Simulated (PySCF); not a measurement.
# CH10Si3: the cost of one run

The runs use PySCF 2.14.0, with density-fitted response routines of our own; the level of theory stands in each step. All values are computed, except where a source is named. Atoms count from 0, in the outputs and in this text.

**1. Starting geometry**

14 atoms, charge 0, multiplicity 1; geometry from: GFN2-xTB.

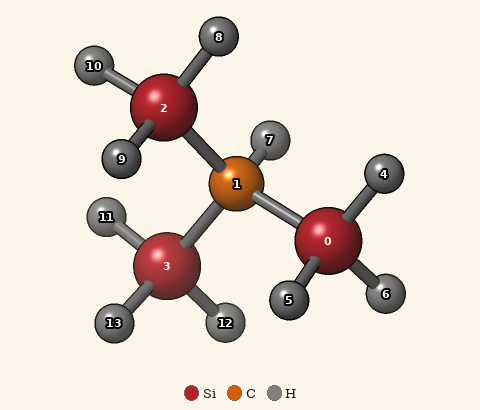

The starting geometry (silicon red, carbon orange, hydrogen grey), atoms numbered.

**2. Geometry optimisation at PBE0-D3(BJ)/def2-SVP**

Job settings and geometry (Å):

```
{"job": {"xc": "PBE0", "basis": "def2-SVP", "d3": "d3bj", "grid": 1, "kind": "geom"}, "charge": 0, "multiplicity": 1}
Si     0.039670     1.718760    -0.770910
C      0.041040     0.144080     0.296500
Si     1.543400    -0.970310    -0.050630
Si    -1.600610    -0.811480     0.191250
H      1.281560     2.471860    -0.562650
H     -0.078820     1.371970    -2.188350
H     -1.086520     2.579980    -0.396040
H      0.136670     0.477590     1.334890
H      2.784090    -0.247990     0.249590
H      1.556570    -1.375200    -1.457420
H      1.491080    -2.168060     0.793300
H     -1.605490    -1.896550     1.177840
H     -2.728760     0.080060     0.481940
H     -1.775240    -1.375660    -1.148620
```

On the command line:

```sh
> OMP_NUM_THREADS=1 python probes_run.py task.json out
```

This one command runs all jobs of the session in turn.

Q: Estimate the wall time and peak memory of this first job on 1 thread of Intel Xeon Platinum 8259CL at 2.50GHz, shared host.

About 35 s, with a peak of 0.51 GiB.
